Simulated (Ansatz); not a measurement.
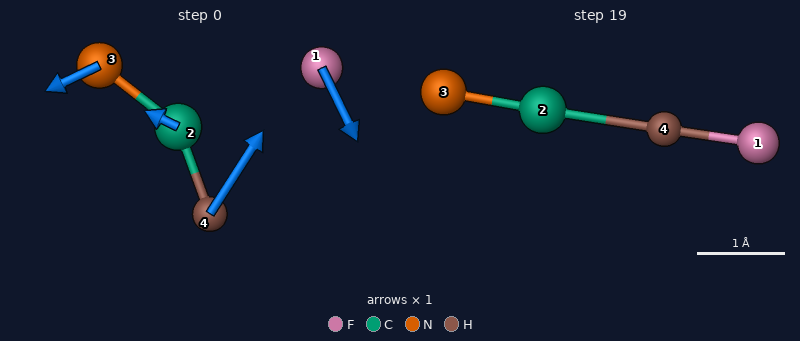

The structure of CHFN (charge −1) (coarse preliminary run) before (left) and after (right) a relaxation, at one scale. The blue arrows give the displacements, at their true length.

The picture is a ball-and-stick view, seen face on.

Theory: RKS PBE-D4/def2-SVPD in Ansatz.

Input
```yaml
crystal:
  periodic: [false, false, false]
  atoms:
    - {symbol: F, position_ang: [0.061600, -0.206900, -1.497500]}
    - {symbol: C, position_ang: [-0.012400, 0.061000, 0.291000]}
    - {symbol: N, position_ang: [-0.323400, 1.103300, 0.712300]}
    - {symbol: H, position_ang: [0.274200, -0.957400, 0.494300]}
basis:
  gaussian: {orbitals: def2-SVPD}
total_charge: -1
hamiltonian: {xc: pbe, dispersion: d4}
relax: {f_tol: 0.03, max_steps: 250}
```

Launched with:
```bash
ansatz run in.yaml --threads 2 --pin off --events-out ev --progress --plain --max-ram 5222MiB
```

> Describe what moved and what it gained.

H4 moves most after the best rigid fit: 1.17 Å. By element the largest moves are H 1.17 Å, F 0.97 Å, N 0.72 Å, C 0.46 Å. Some distances before and after: F1–H4 2.139 → 1.111 Å, F1–C2 1.810 → 2.547 Å, C2–H4 1.077 → 1.436 Å, C2–N3 1.166 → 1.179 Å. New bonds form: F1–H4 (2.14 → 1.11 Å). After 18 accepted moves (19 points after the start) the energy has fallen by 28.8 kcal/mol. Largest force component: 2.5 eV/Å at the start, 0.028 eV/Å at the end. The line search rejected the trial step at point 9 of the run.
